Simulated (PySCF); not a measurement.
```xyz
11

C    -2.0307   -0.2708   -0.0840
O    -0.6229   -0.3899   -0.2936
C     0.1531    0.5495    0.2284
O    -0.2278    1.4958    0.8558
Ge    2.0499    0.0530   -0.1998
Cl    2.7121   -1.2543    1.3032
H    -2.3941    0.6597   -0.5232
H    -2.2507   -0.2690    0.9847
H    -2.4876   -1.1287   -0.5696
H     2.1242   -0.6894   -1.5176
H     2.9800    1.2467   -0.2101
```

Geometry: GFN2-xTB.

The calculation used PySCF 2.14.0, B3LYP/def2-SVPD, SCF density, gas phase.

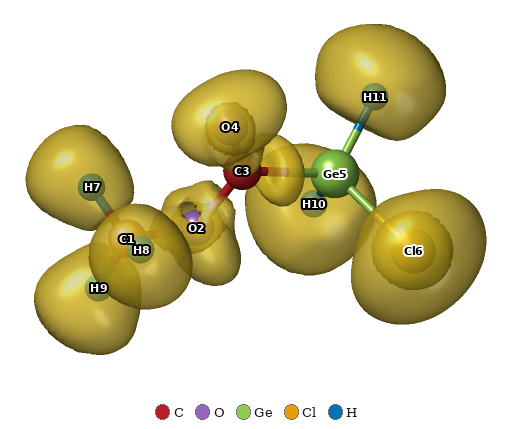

C$_{2}$H$_{5}$ClGeO$_{2}$ (SMILES CO[C](=O)[GeH2][Cl]). Isosurface of the ELF at 0.75 (yellow), seen at a tilt. Core shells and regions of very low density are left out.

Question: Where are the electrons localised?

Answer: The ELF exceeds this value in five regions around hydrogen nuclei, one lobe of the valence shell of C pointing towards Ge (polar bonds), two regions on O in which the atom's valence shell and bonds are merged and one region wrapped around Cl (its valence shell).

Values along the shortest contacts:
C–O (1.20 Å): the ELF peaks at about 0.85 between the atoms (a multiple bond). C–Ge (2.01 Å): the ELF peaks at about 0.95 in the valence shell of C, 0.7 Å from its nucleus, and is about 0.75 at the midpoint.
